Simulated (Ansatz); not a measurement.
**Effect of La → Cs on hypothetical CsCl type LaAs**

Consider LaAs in the CsCl type structure (space group Pm-3m, No. 221; a = 3.685 Å; a hypothetical phase, not in the database extracts checked).

Now apply this change: every La is replaced by Cs; the structure is relaxed again.

Level of theory: Ansatz (an electronic-structure program), PBEsol, PAW, cutoff 420 eV, no spin-orbit coupling. Settings: 11×11×11 k-points, 0.05 eV Fermi–Dirac smearing, for the changed cell.

The volume per atom goes up by 10.52 Å³ (25.03 Å³ → 35.55 Å³) and the density drops by 2.24 g/cm³ to 4.85 g/cm³. The lattice parameter a increases by 0.4575 Å (3.685 Å → 4.143 Å) and the space group remains Pm-3m (No. 221). The shortest interatomic distance increases by 0.396 Å (3.192 Å → 3.588 Å) and the band gap is still zero.

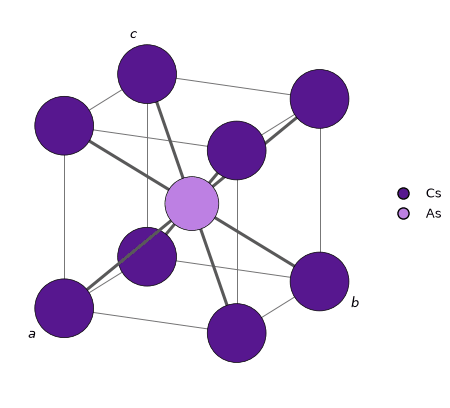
Figure. The relaxed conventional cell after the change

No phonon test of stability was made. As relaxed here, CsAs is a hypothetical phase, not in the database extracts checked. All final runs are without spin polarisation.
